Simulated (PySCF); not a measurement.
# C7H5BrO2 (4-bromobenzoic acid): the cost of one run

Programs: PySCF 2.14.0, with routines of our own; each step states its level. All values are computed. Atoms count from 0.

### Step 1. The starting structure

15 atoms, charge 0, multiplicity 1; geometry from: GFN2-xTB.

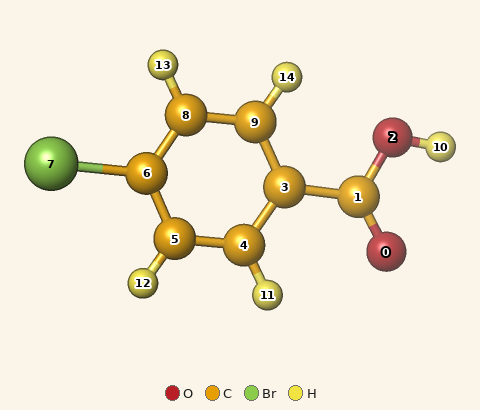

The starting geometry (oxygen red, carbon amber, bromine green, hydrogen yellow).

### Step 2. Optimising the geometry at PBE0-D3(BJ)/def2-SVP

What the job is given:

```
{"job": {"xc": "PBE0", "basis": "def2-SVP", "d3": "d3bj", "grid": 2, "kind": "geom"}, "charge": 0, "multiplicity": 1}
O      2.593429    -1.472010     0.168016
C      2.095265    -0.413285    -0.120404
O      2.833582     0.667268    -0.413741
C      0.637085    -0.164244    -0.189505
C     -0.229276    -1.217500     0.098590
C     -1.595707    -1.030218     0.046755
C     -2.089000     0.219178    -0.297504
Br    -3.969085     0.488902    -0.373315
C     -1.242405     1.278167    -0.587541
C      0.124029     1.084573    -0.532071
H      3.776071     0.446257    -0.352570
H      0.187731    -2.177393     0.362124
H     -2.273247    -1.839820     0.269641
H     -1.650724     2.240998    -0.853100
H      0.797836     1.897118    -0.752941
```

Launch:

```console
$ OMP_NUM_THREADS=1 python excited_run.py task.json out
```

One launch serves the whole session: the jobs run in the order shown.

Q: Estimate the wall time and peak memory of this first job on 1 thread of Arm Neoverse V1, shared host.

About 2.8 min, with a peak of 0.94 GiB.
